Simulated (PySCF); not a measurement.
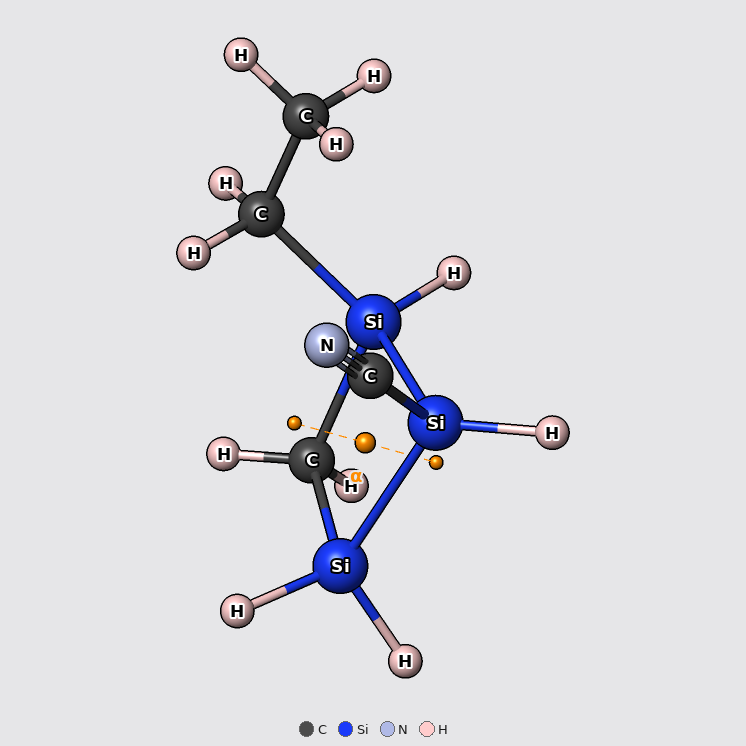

The small points mark where nucleus-independent chemical shifts (NICS) were computed: at the centre of each lettered ring and 1 Å above and below it. Computed geometry: GFN2-xTB optimisation. No frequency run is at hand to confirm it as a minimum. Method: GIAO PBE0/pcSseg-1 NMR shielding, non-relativistic, gas phase (PySCF 2.14.0).

Give NICS(0), NICS(1) and the out-of-plane component NICS(1)zz for each ring (means of the two sides).

```
ring  members  NICS(0)  NICS(1)  NICS(1)zz
   α     CSi3      2.3     −0.4        6.6
```

Values in ppm.

The geometry is semi-empirical. Around Si such bond lengths and angles can be off by a tenth of an ångström or more and by several degrees, and values that hang on the shape move with them.
